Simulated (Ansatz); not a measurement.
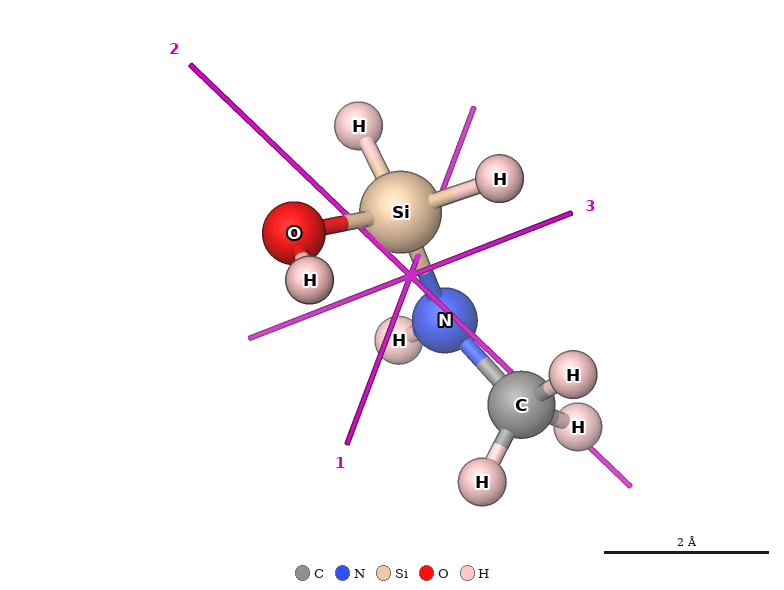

The three principal axes of inertia are drawn and numbered. Distant atoms are faded towards the background colour. The geometry was computed by an optimisation with PBE-D4/def2-SVP. No frequency run is at hand to confirm it as a minimum. Masses are those of the most abundant isotopes; constants are for the rigid equilibrium geometry.

Which line is the a axis (least moment of inertia), which b and which c?

Answer. a is line 2, b is line 1, c is line 3; the moments are 38.3, 160, 175 u Å².

Classify the rotor and give the rotational constants (cm⁻¹).

Answer. An asymmetric top (C1): A = 0.441, B = 0.105, C = 0.0961 cm⁻¹. Ray's parameter κ is −0.95, close to the prolate limit.
